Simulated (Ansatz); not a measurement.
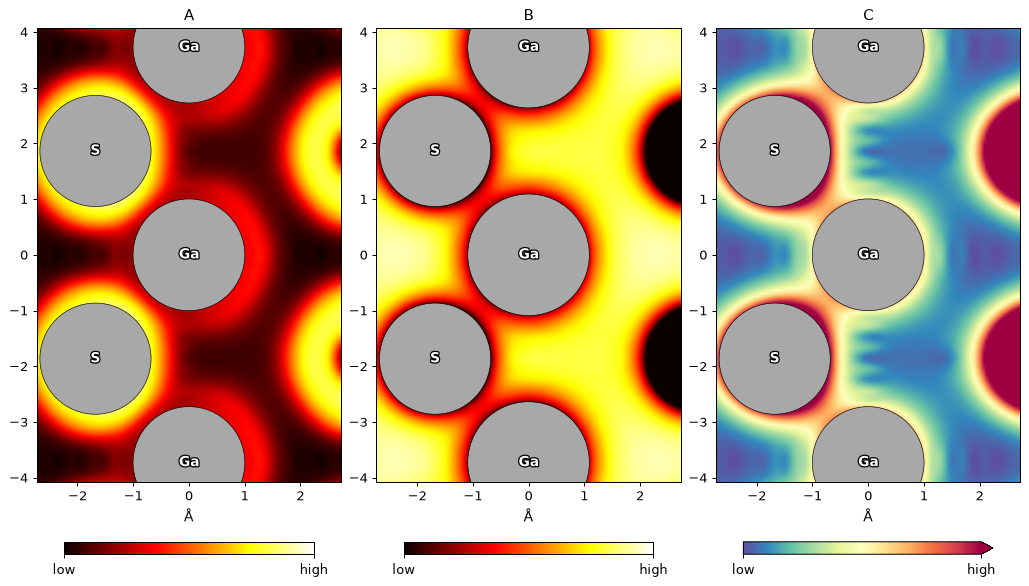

Ga2S: 3 fields on the (11̄0) plane of the conventional cell, with unlabelled colour scales. Grey discs cover the atomic cores.

Space group C222; a generated structure, not necessarily the stable one.

These are results of Ansatz, DFT PBE, scalar-relativistic, plane waves, PAW, not measurements.

Q: Match the panels to the quantities (electron localisation function, electrostatic potential energy of an electron and valence pseudo-density).

A: Panel A: electron localisation function. Panel B: electrostatic potential energy of an electron (low next to the atoms, rising into the space between them). Panel C: valence pseudo-density. From the grid: Ga–S (2.51 Å): ρ at the midpoint is about 0.4 e/Å³; the ELF peaks at about 0.90 in the valence shell of S, 0.8 Å from its nucleus, and is about 0.60 at the midpoint.
